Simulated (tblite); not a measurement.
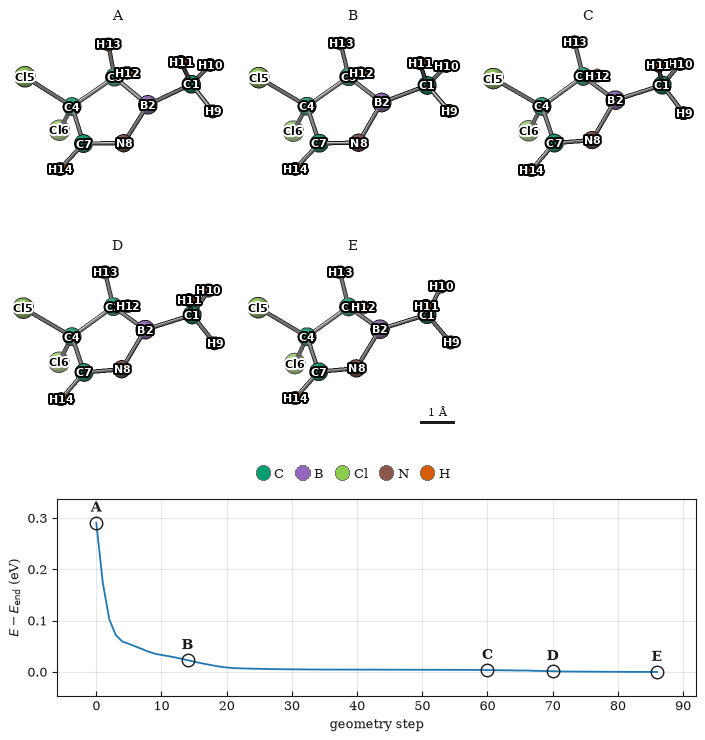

Frames of a relaxation of C$_{4}$H$_{6}$BCl$_{2}$N, marked on the history of the run. A ball-and-stick model, seen from a free direction.

Method: GFN2-xTB geometry optimisation, gas phase (tblite 0.8.0). 

**What happens along the run?**

The largest move after the best rigid fit is that of H11, 0.57 Å. Largest moves by element: H 0.57 Å, B 0.29 Å, N 0.21 Å, Cl 0.11 Å, C 0.07 Å. Some distances before and after: B2–C3 1.557 → 1.600 Å, C1–B2 1.599 → 1.557 Å, C7–N8 1.287 → 1.259 Å, B2–N8 1.496 → 1.472 Å. Bond angles that change, for instance: C1–B2–C3 123.7° → 129.4°, B2–C1–H10 109.0° → 114.3°, H9–C1–H11 109.8° → 105.3°. After 86 geometry steps the energy has fallen by 0.291 eV. From step 0 to 14: B and H atoms move most (0.15 Å), energy −0.268 eV. From step 14 to 60: H atoms move most (0.15 Å), energy −0.019 eV. From step 60 to 70: H11 moves most (0.16 Å), energy −0.002 eV. From step 70 to 86: H11 moves most (0.19 Å), energy −0.001 eV.
